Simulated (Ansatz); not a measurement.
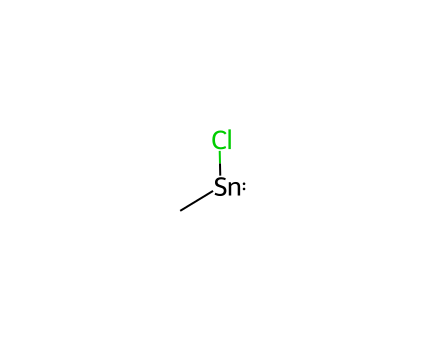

The drawing above gives the connectivity. Computed geometry: PBE-D4/def2-SVP optimisation. No frequency run is at hand to confirm it as a minimum.

What does the molecule look like in three dimensions?

It has 6 atoms: 1 carbon, 3 hydrogen, 1 chlorine and 1 tin (CH3ClSn). As SMILES it reads `[CH3][Sn][Cl]`. Coordination: 1 C tetrahedral; 1 Sn bent.

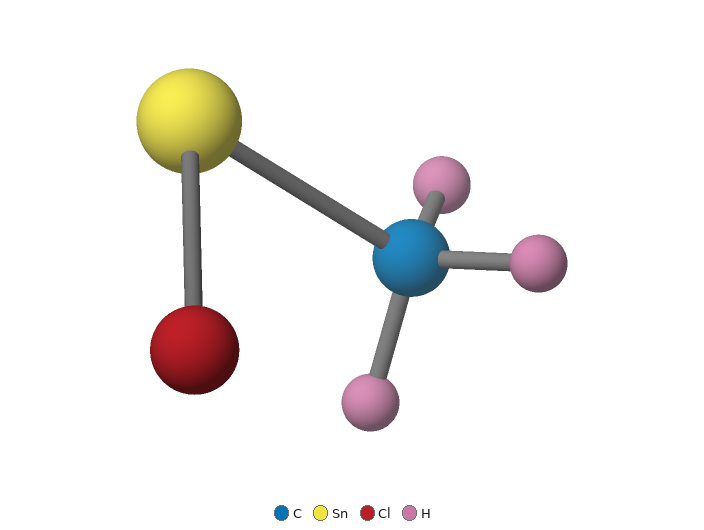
